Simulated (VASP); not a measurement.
Band structure of Ni (space group Im-3m). These are LDA (Ceperley-Alder, Perdew-Zunger) with spin-orbit coupling, VASP's LDA PAW potentials (set 64) (plane waves; VASP) values and carry that method's errors.

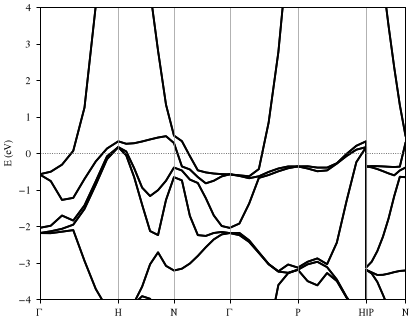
Figure. Bands along high-symmetry lines, zero at the valence-band maximum or, without a gap, the Fermi level

**Question.** Read the plot: is there a gap, and where are the band edges?

**Answer.** It has no gap at this level: it comes out as a metal or semimetal.

The structure comes from a computed database's Ni entry (Im-3m); how it stands against other phases isn't given here. It was relaxed first, which changed the volume by -6 %.
